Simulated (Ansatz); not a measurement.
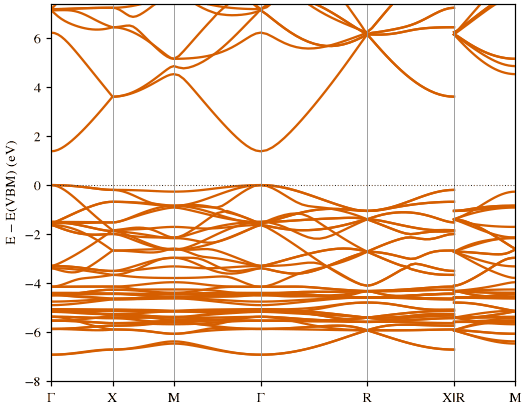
Fig. 1. Band structure from plane-wave PAW r²SCAN (Ansatz code)

Task: Read off the gap and where the band edges lie.

Result: About 1.4 eV (1.38 eV by a search for the band edges); maximum at Γ, minimum at Γ.

Task: Which of these materials gives this?
A) ZnO, Pm-3n (Zn on 6c, O on 6d)
B) CdSe2, Pa-3 (Cd on 4a, Se on 8c)
C) SiRu, P2_13 (Si on 4a, Ru on 4a)

Result: A, ZnO, Pm-3n (Zn on 6c, O on 6d)

The start of the workflow was typed in or built on a structure type; neither database checked (COD, Materials Project) lists it. It is not the phase usual at ambient conditions (space group No. 186). Symmetry was held in the r²SCAN relaxation; whether a distortion lowers the energy is not shown.

Potentials: the earlier of the program's two PAW sets.
